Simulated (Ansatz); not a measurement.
# F₂PSi₂ (charge −1): what the fields show

```xyz
5

F     0.0094   -0.5252    3.2256
F    -1.2914    3.6330   -0.7645
P    -0.1384    2.0230    1.5556
Si   -0.8833   -0.0145    1.8628
Si   -1.5339    2.0654   -0.1331
```

Geometry: PBE0-D3(BJ)/def2-SVPD.

Level of theory: isolated molecule in a Gaussian basis; Kohn-Sham density functional theory, functional PBE0 in Ansatz 0.2.0.

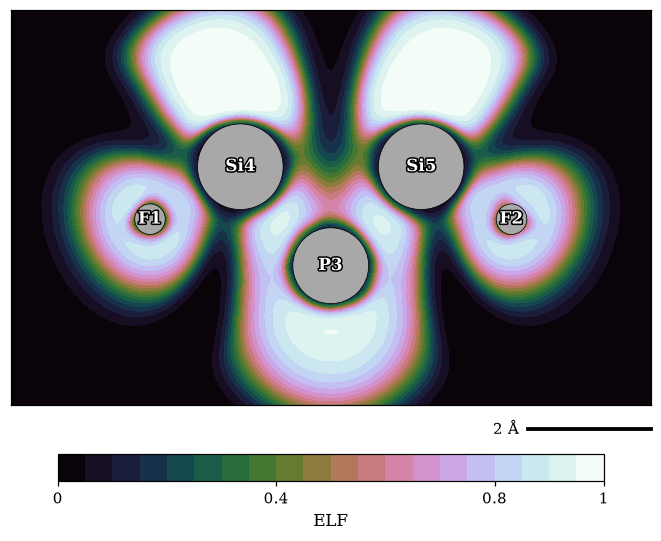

Figure 1. Electron localisation function on the molecular plane. Grey discs cover the atomic cores.

### Describe what can be read from this map.

- Atoms in the plane: F, P and Si.
- Si–F (1.71 Å): the ELF peaks at about 0.85 in the valence shell of F, 0.5 Å from its nucleus, and is about 0.50 at the midpoint.
- Si–P (2.19 Å): the ELF peaks at about 0.90 between the atoms: a covalent bond.
- The ELF also peaks beside P3, F2, F1, Si4 and Si5, away from the bonds: lone-pair regions.

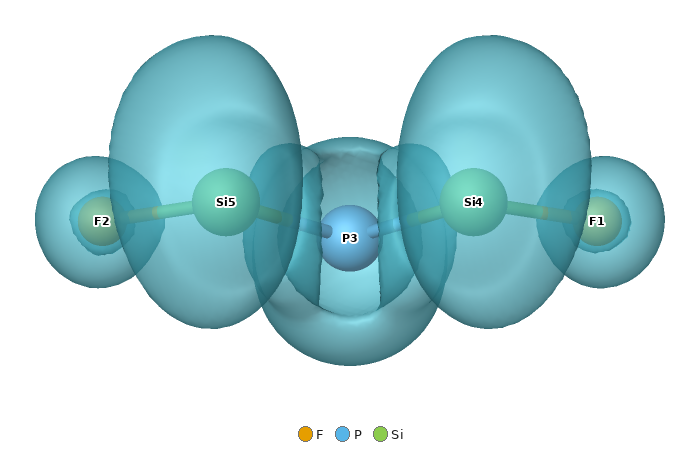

Figure 2. Isosurface of the ELF at 0.75 (cyan), seen from one side. Core shells and regions of very low density are left out.

### Identify the bonds, lone pairs and shells in this picture.

The surface consists of one region on P in which the atom's valence shell and bonds are merged, two lobes on Si, pointing away from the bonds (lone pairs) and two regions wrapped around F (its lone pairs, merged into a ring or cap).
